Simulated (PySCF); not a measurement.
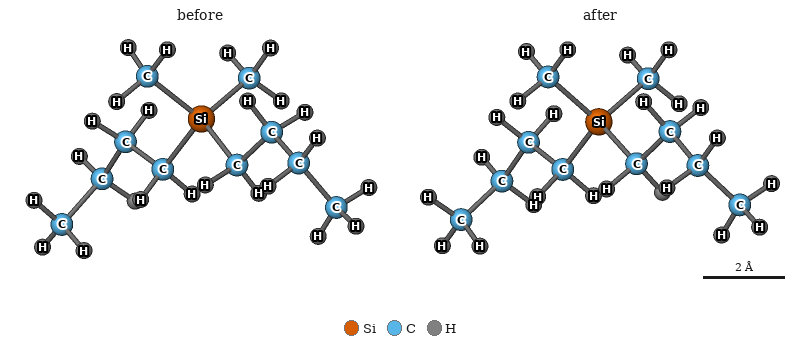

The structure of C₁₀H₂₄Si before (left) and after (right) a relaxation, at one scale.

A ball-and-stick model, seen from a free direction.

The start comes from GFN2-xTB. Its atoms were then displaced at random by about 0.03 Å.

These are results of PySCF, PBE0-D3(BJ)/def2-SVP geometry optimisation, gas phase, not measurements. 

What changed between the two?

An H atom moves most after the best rigid fit: 0.20 Å. Largest moves by element: H 0.20 Å, C 0.13 Å, Si 0.11 Å. Among the contacts that change: C–H 0.991 → 1.105 Å, C–Si 2.000 → 1.891 Å, C–C 1.616 → 1.521 Å, C–H 1.023 → 1.101 Å. Bond angles that change, for instance: C–C–H 101.8° → 111.2°, C–C–H 101.1° → 109.8°, C–C–H 102.9° → 109.5°. Over 10 geometry steps the energy falls by 1.308 eV.
